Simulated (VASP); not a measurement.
Consider the following.

```
CELL_PARAMETERS angstrom
      0.00000     1.91154     1.91154
      1.91154     0.00000     1.91154
      1.91154     1.91154     0.00000
ATOMIC_POSITIONS crystal
  Rh 0.00000 0.00000 0.00000
```

Computed with PBE GGA, VASP's PBE PAW potentials (set 64) (plane waves; VASP). Run with 400 eV cut-off, 18×18×18 Γ-centred mesh, tetrahedra with Blöchl corrections, potentials Rh_pv.

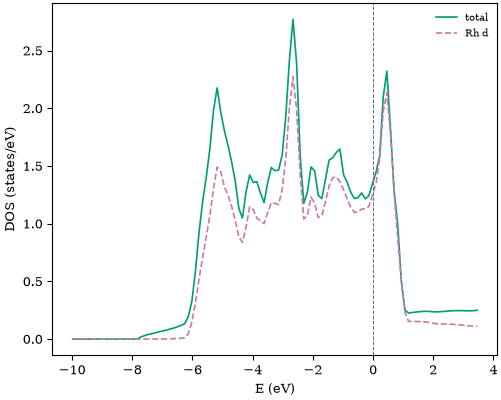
Total and projected density of states, zero at the Fermi level

Within 2 eV below the Fermi level the largest weight inside VASP's projection spheres is Rh d.

It has no gap at this level: it comes out as a metal or semimetal.

The compound is Rh in the fcc structure. It was relaxed first.
